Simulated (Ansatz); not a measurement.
Electronic density of states of amorphous Si$_{64}$Ge$_{32}$, density 3.27 g/cm³, on a 2×2×2 Γ-centred mesh with a Gaussian width of 0.1 eV; energies count from the Fermi level, whose place inside the gap is arbitrary. Cell and mesh are small, so fine structure isn't converged. These are PBE, scalar-relativistic without spin-orbit coupling (plane waves to 420 eV, PAW; Ansatz, a program for electronic structure) values and carry that method's errors. Sampling: a 2×2×2 Γ-centred mesh; Fermi-Dirac width 0.05 eV; no spin polarisation. So small a spacing is near the smearing width and the bands' dispersion over the mesh, so it is a value of this cell and mesh.

Preparation: random packing, a CHGNet melt and quench, and a DFT relaxation. The hot cell started wider than the set density and was brought back towards it in steps. It is the lowest in DFT energy of 4 quenches. It is a model cell: composition and starting density were chosen by hand, and all elements were melted together. No dispersion term was used. Its density started from a set value of 3.27 and ended at 3.27 g/cm³. Cooling (nominally 52 K/ps over its main leg) ran many orders faster than in experiment, which tends to leave more defects and strain. One small periodic cell is one sample of the glass; other quenches scatter about these values. The volume was held where the preparation left it and the shape relaxed, at a PBE pressure of -0.1 GPa (tension).

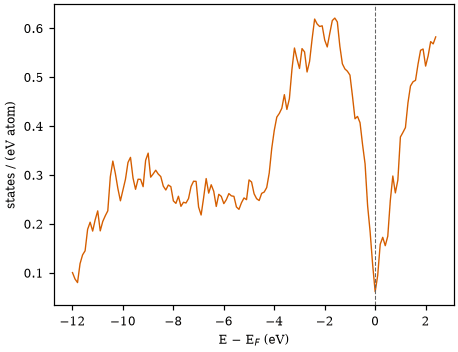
Figure: Density of states per atom

The gap on this mesh is 0.12 eV; the broadening fills part of it in the curve.
